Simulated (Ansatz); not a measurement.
Input

```
crystal:
  periodic: [false, false, false]
  atoms:
    - { symbol: "N", position_ang: [1.9697, -1.3441, 0.9562] }
    - { symbol: C, position_ang: [1.0255, -0.6991, 0.5196] }
    - { symbol: Ge, position_ang: [-0.4636, 0.2922, -0.1874] }
    - { symbol: F, position_ang: [-1.5857, -0.8071, -0.764] }
    - { symbol: F, position_ang: [0.1259, 1.2965, -1.5139] }
    - { symbol: H, position_ang: [0.86442, 0.18037, 1.14304] }
basis:
  gaussian: { orbitals: def2-SVPD }
hamiltonian:
  xc: pbe
relax:
  f_tol: 0.02
  max_steps: 50
output:
  orbitals: {}
```

Launched as:

```sh
ansatz run input.yaml --threads 2 --pin off --max-ram 3072MiB --backend cpu --events-out ev --progress --plain --runs-dir out
```

The fields are those of the relaxed geometry.

At this geometry the atoms fall into two loosely joined parts.

These are results of RKS PBE/def2-SVPD in Ansatz 0.2.0, not measurements.

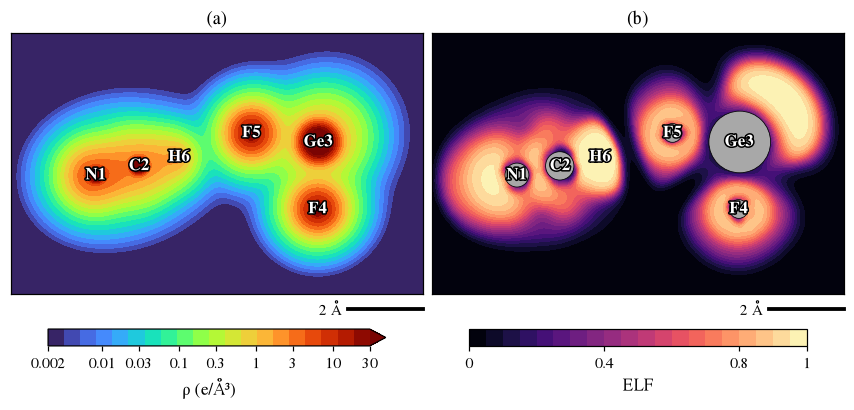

CHF2GeN. (a) total electron density; (b) electron localisation function on the molecular plane. Grey discs cover the atomic cores in the ELF map.

Q: Describe what can be read from this map.

A:
- Atoms in the plane: N, C, Ge, F and H.
- C–N (1.17 Å): ρ at the midpoint is about 3.4 e/Å³; the ELF peaks at about 0.85 between the atoms (a short, multiple covalent bond).
- Ge–F (1.79 Å): ρ at the midpoint is about 0.82 e/Å³; the ELF peaks at about 0.85 in the valence shell of F, 0.5 Å from its nucleus, and is about 0.20 at the midpoint.
- C–H (1.09 Å): ρ is about 2 e/Å³ halfway; the ELF climbs to about 1 towards the hydrogen, as it does in any bond to H: an ordinary covalent bond to hydrogen.
- The ELF also peaks beside F4, N1 and F5, away from the bonds: lone-pair regions.
